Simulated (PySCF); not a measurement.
# Geometry relaxation of CCl₃NSTi (part 2 of 2)

CCl₃NSTi (Ti(NCS)Cl3), SMILES S=C=[N][Ti]([Cl])([Cl])[Cl]; PBE0-D3(BJ)/def2-SVP geometry optimisation, gas phase (PySCF 2.14.0). The run did not end well. It belongs to a series of runs on one base structure; here: one ligand: Cl to NCS.

Geometry of the input (Å):
```
Ti 0.0614  -0.0798  -0.9794
N  -0.0129  -0.0039  0.8318
C  -0.0582  0.0012  2.0111
S  0.0995  0.0129  3.5802
Cl 1.9438  -0.0221  -1.8609
Cl -0.9927  1.6974  -1.8413
Cl -0.9490  -1.7077  -1.8100
```

### Trajectory as extended XYZ, continued
```
7
Properties=species:S:1:pos:R:3:forces:R:3 step=23 energy=-74007.89765
Ti    0.0449   -0.0904   -1.0714   -0.0151  -0.0187  -0.0003
N    -0.0185    0.0887    0.7646    0.0429   0.0299  -0.0010
C    -0.0424    0.1476    1.9717   -0.0198  -0.0083  -0.0009
S    -0.0801    0.2194    3.5324    0.0112   0.0174  -0.0009
Cl    2.1089   -0.1352   -1.7124   -0.0095  -0.0150  -0.0035
Cl   -0.9473    1.5981   -1.9800    0.0005  -0.0052  -0.0052
Cl   -0.9736   -1.9303   -1.5736   -0.0103  -0.0003   0.0118
7
Properties=species:S:1:pos:R:3:forces:R:3 step=24 energy=-74007.89765
Ti    0.0449   -0.0904   -1.0714   -0.0152  -0.0186  -0.0003
N    -0.0184    0.0888    0.7646    0.0428   0.0298  -0.0019
C    -0.0424    0.1477    1.9717   -0.0198  -0.0082   0.0003
S    -0.0801    0.2195    3.5324    0.0112   0.0174  -0.0011
Cl    2.1088   -0.1353   -1.7125   -0.0093  -0.0150  -0.0035
Cl   -0.9473    1.5981   -1.9800    0.0005  -0.0051  -0.0052
Cl   -0.9737   -1.9303   -1.5734   -0.0103  -0.0003   0.0118
7
Properties=species:S:1:pos:R:3:forces:R:3 step=26 energy=-74007.89765
Ti    0.0450   -0.0905   -1.0714   -0.0153  -0.0184  -0.0003
N    -0.0181    0.0890    0.7646    0.0427   0.0297  -0.0008
C    -0.0423    0.1478    1.9717   -0.0197  -0.0082  -0.0010
S    -0.0802    0.2196    3.5324    0.0112   0.0173  -0.0010
Cl    2.1087   -0.1355   -1.7128   -0.0092  -0.0150  -0.0035
Cl   -0.9474    1.5979   -1.9801    0.0006  -0.0052  -0.0052
Cl   -0.9738   -1.9304   -1.5730   -0.0103  -0.0002   0.0119
7
Properties=species:S:1:pos:R:3:forces:R:3 step=27 energy=-74007.89765
Ti    0.0450   -0.0905   -1.0714   -0.0153  -0.0183  -0.0004
N    -0.0180    0.0891    0.7646    0.0426   0.0296  -0.0007
C    -0.0422    0.1479    1.9717   -0.0196  -0.0082  -0.0012
S    -0.0802    0.2197    3.5324    0.0112   0.0173  -0.0010
Cl    2.1087   -0.1356   -1.7129   -0.0091  -0.0150  -0.0035
Cl   -0.9474    1.5978   -1.9801    0.0006  -0.0052  -0.0051
Cl   -0.9739   -1.9304   -1.5727   -0.0104  -0.0002   0.0119
7
Properties=species:S:1:pos:R:3:forces:R:3 step=29 energy=-74007.89765
Ti    0.0450   -0.0906   -1.0714   -0.0153  -0.0181  -0.0004
N    -0.0177    0.0893    0.7646    0.0425   0.0294  -0.0012
C    -0.0421    0.1480    1.9717   -0.0196  -0.0081  -0.0005
S    -0.0803    0.2198    3.5324    0.0113   0.0172  -0.0011
Cl    2.1086   -0.1358   -1.7132   -0.0090  -0.0150  -0.0035
Cl   -0.9475    1.5977   -1.9802    0.0006  -0.0052  -0.0051
Cl   -0.9741   -1.9305   -1.5723   -0.0105  -0.0003   0.0118
7
Properties=species:S:1:pos:R:3:forces:R:3 step=30 energy=-74007.89765
Ti    0.0450   -0.0906   -1.0714   -0.0153  -0.0180  -0.0004
N    -0.0175    0.0894    0.7646    0.0425   0.0294  -0.0008
C    -0.0420    0.1481    1.9717   -0.0196  -0.0081  -0.0010
S    -0.0804    0.2198    3.5324    0.0113   0.0172  -0.0011
Cl    2.1085   -0.1359   -1.7134   -0.0090  -0.0150  -0.0036
Cl   -0.9475    1.5976   -1.9803    0.0006  -0.0052  -0.0051
Cl   -0.9741   -1.9305   -1.5721   -0.0105  -0.0002   0.0119
7
Properties=species:S:1:pos:R:3:forces:R:3 step=31 energy=-74007.89765
Ti    0.0450   -0.0906   -1.0714   -0.0154  -0.0180  -0.0005
N    -0.0174    0.0895    0.7645    0.0424   0.0293   0.0001
C    -0.0420    0.1482    1.9717   -0.0195  -0.0081  -0.0020
S    -0.0804    0.2199    3.5324    0.0113   0.0171  -0.0008
Cl    2.1084   -0.1360   -1.7135   -0.0088  -0.0150  -0.0036
Cl   -0.9476    1.5976   -1.9803    0.0006  -0.0052  -0.0051
Cl   -0.9742   -1.9306   -1.5719   -0.0105  -0.0002   0.0119
7
Properties=species:S:1:pos:R:3:forces:R:3 step=33 energy=-74007.89765
Ti    0.0450   -0.0906   -1.0714   -0.0155  -0.0178  -0.0004
N    -0.0171    0.0897    0.7645    0.0423   0.0291  -0.0019
C    -0.0419    0.1484    1.9717   -0.0195  -0.0080   0.0004
S    -0.0805    0.2200    3.5324    0.0113   0.0171  -0.0013
Cl    2.1084   -0.1362   -1.7139   -0.0086  -0.0150  -0.0036
Cl   -0.9476    1.5974   -1.9804    0.0007  -0.0052  -0.0051
Cl   -0.9744   -1.9306   -1.5715   -0.0105  -0.0002   0.0119
7
Properties=species:S:1:pos:R:3:forces:R:3 step=34 energy=-74007.89765
Ti    0.0450   -0.0907   -1.0714   -0.0155  -0.0177  -0.0004
N    -0.0170    0.0898    0.7645    0.0422   0.0290  -0.0009
C    -0.0418    0.1484    1.9717   -0.0195  -0.0080  -0.0007
S    -0.0805    0.2201    3.5324    0.0113   0.0170  -0.0012
Cl    2.1083   -0.1363   -1.7140   -0.0087  -0.0150  -0.0036
Cl   -0.9477    1.5973   -1.9805    0.0007  -0.0052  -0.0051
Cl   -0.9744   -1.9306   -1.5712   -0.0106  -0.0002   0.0119
7
Properties=species:S:1:pos:R:3:forces:R:3 step=36 energy=-74007.89765
Ti    0.0450   -0.0907   -1.0714   -0.0154  -0.0175  -0.0004
N    -0.0167    0.0900    0.7645    0.0421   0.0289  -0.0013
C    -0.0417    0.1486    1.9716   -0.0194  -0.0079  -0.0004
S    -0.0806    0.2202    3.5323    0.0113   0.0170  -0.0012
Cl    2.1082   -0.1365   -1.7143   -0.0086  -0.0150  -0.0036
Cl   -0.9477    1.5972   -1.9805    0.0007  -0.0052  -0.0051
Cl   -0.9746   -1.9307   -1.5708   -0.0107  -0.0002   0.0119
7
Properties=species:S:1:pos:R:3:forces:R:3 step=37 energy=-74007.89765
Ti    0.0450   -0.0907   -1.0714   -0.0155  -0.0174  -0.0003
N    -0.0166    0.0901    0.7645    0.0420   0.0287  -0.0020
C    -0.0416    0.1486    1.9716   -0.0194  -0.0078   0.0006
S    -0.0807    0.2202    3.5323    0.0113   0.0169  -0.0014
Cl    2.1082   -0.1366   -1.7144   -0.0085  -0.0150  -0.0036
Cl   -0.9478    1.5971   -1.9806    0.0007  -0.0052  -0.0050
Cl   -0.9747   -1.9307   -1.5706   -0.0107  -0.0002   0.0119
7
Properties=species:S:1:pos:R:3:forces:R:3 step=39 energy=-74007.89765
Ti    0.0450   -0.0908   -1.0714   -0.0155  -0.0173  -0.0004
N    -0.0163    0.0903    0.7645    0.0419   0.0286  -0.0009
C    -0.0415    0.1488    1.9716   -0.0193  -0.0079  -0.0007
S    -0.0808    0.2203    3.5323    0.0113   0.0169  -0.0012
Cl    2.1081   -0.1368   -1.7147   -0.0084  -0.0149  -0.0037
Cl   -0.9478    1.5970   -1.9807    0.0007  -0.0052  -0.0050
Cl   -0.9748   -1.9308   -1.5702   -0.0107  -0.0002   0.0119
7
Properties=species:S:1:pos:R:3:forces:R:3 step=40 energy=-74007.89765
Ti    0.0450   -0.0908   -1.0714   -0.0155  -0.0172  -0.0004
N    -0.0161    0.0904    0.7645    0.0419   0.0286  -0.0012
C    -0.0415    0.1489    1.9716   -0.0193  -0.0078  -0.0004
S    -0.0808    0.2204    3.5323    0.0113   0.0168  -0.0013
Cl    2.1080   -0.1369   -1.7149   -0.0084  -0.0150  -0.0037
Cl   -0.9479    1.5969   -1.9807    0.0008  -0.0052  -0.0050
Cl   -0.9749   -1.9308   -1.5699   -0.0108  -0.0002   0.0119
```

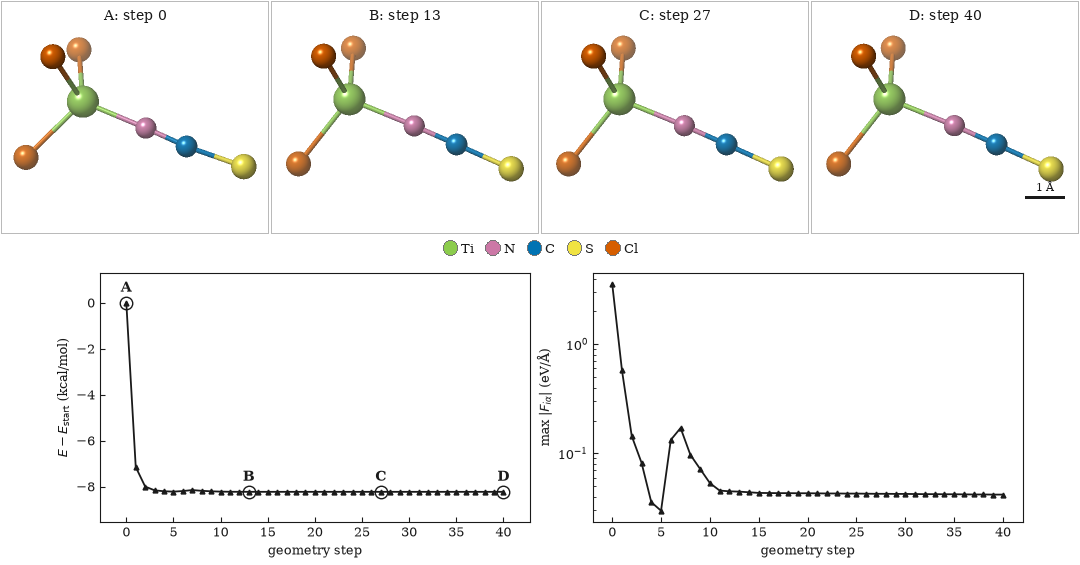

Frames of the relaxation (ball-and-stick view, seen at an oblique angle) above the curves, on which the letters mark them (steps are counted from 0).

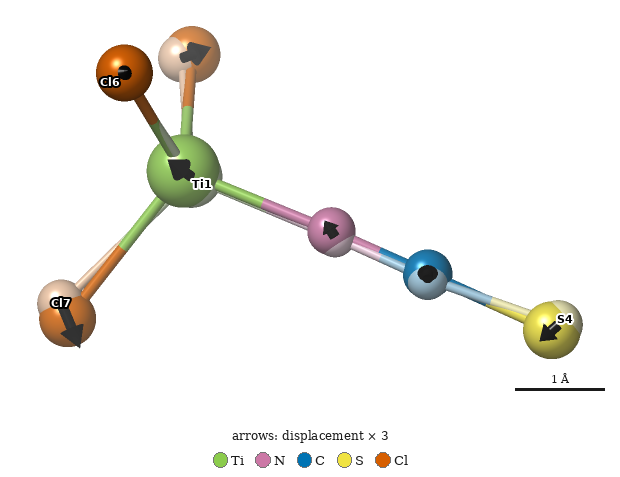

Start (faint) and end (solid) with the displacements as black arrows, magnified 3 times (ball-and-stick view, seen at an oblique angle). The two geometries are laid on each other by the best rigid fit. The relaxation stopped without meeting its thresholds, so the last structure isn't shown to be converged. The largest move after the best rigid fit is that of Cl7, 0.18 Å. By element the largest moves are Cl 0.18 Å, Ti 0.13 Å, S 0.10 Å, C 0.09 Å, N 0.07 Å. Among the contacts that change: Ti1–Cl5 2.079 → 2.162 Å, Ti1–Cl6 2.239 → 2.159 Å, Ti1–Cl7 2.088 → 2.162 Å, Ti1–N2 1.814 → 1.846 Å. Among the angles that change: N2–Ti1–Cl5 117.3° → 109.3°, N2–C3–S4 172.1° → 179.7°, N2–Ti1–Cl7 114.2° → 107.3°. After 40 geometry steps the energy has fallen by 8.23 kcal/mol. The largest force component goes from 3.6 to 0.042 eV/Å. (Atoms are counted from 1 in the order of the input.)
